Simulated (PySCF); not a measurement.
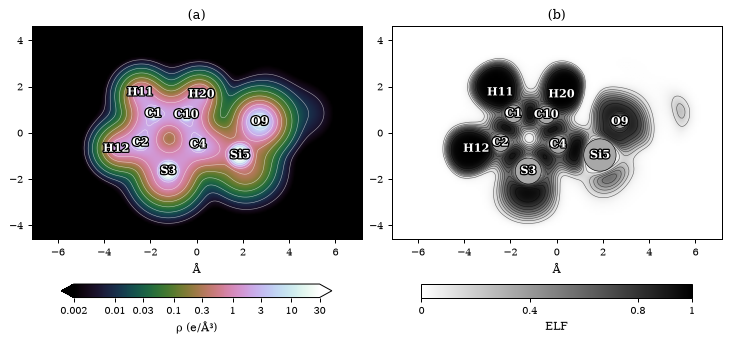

The picture shows: C$_{6}$H$_{10}$OSSi$_{2}$. (a) total electron density; (b) electron localisation function on the plane of atoms C10, C1 and H11. Grey discs cover the atomic cores in the ELF map.

Geometry: PBE0-D3(BJ)/def2-SVP.

Theory: PySCF, PBE0/pcSseg-1, SCF density, gas phase, non-relativistic.

```
atom    x (Å)    y (Å)    z (Å)
   C   2.9519  -0.4180  -0.7776
   C   3.3617   0.8724  -0.5597
   S   2.2487   1.7248   0.4280
   C   1.1988   0.3620   0.5677
  Si  -0.4355   0.3862   1.4602
   C  -1.7430   1.3963   0.5366
   C  -2.3000   0.4563  -0.5555
  Si  -2.3537  -1.2776   0.2083
   O  -1.0921  -1.1536   1.3163
   C   1.7170  -0.7072  -0.1351
   H   3.5170  -1.1344  -1.3753
   H   4.2637   1.3633  -0.9241
   H  -0.2727   0.7710   2.8902
   H  -1.3486   2.3367   0.1188
   H  -2.5373   1.6719   1.2523
   H  -1.6008   0.4180  -1.4090
   H  -3.2687   0.7968  -0.9548
   H  -3.6319  -1.5687   0.9252
   H  -2.0822  -2.3772  -0.7633
   H   1.2158  -1.6763  -0.1731
```

Q: Read the bonding off the picture.

A:
- The section cuts through C, S, Si, O and H sites.
- C–C (1.37 Å): ρ at the midpoint is about 2.1 e/Å³; the ELF peaks at about 0.95 between the atoms, as expected for a covalent bond.
- Si–O (1.68 Å): ρ at the midpoint is about 1.1 e/Å³; the ELF peaks at about 0.85 between the atoms: a polar covalent bond.
- C–S (1.71 Å): ρ is about 1.5 e/Å³ halfway; the ELF peaks at about 0.90 between the atoms (localised, covalent bonding).
- C–Si (1.86 Å): ρ is about 0.95 e/Å³ halfway; the ELF peaks at about 0.95 between the atoms (a covalent bond).
- C–H (1.09 Å): ρ at the midpoint is about 2 e/Å³; the ELF climbs to about 1 towards the hydrogen, as it does in any bond to H; a covalent bond by its length.
- The ELF also peaks beside S3 and O9, away from the bonds: lone-pair regions.
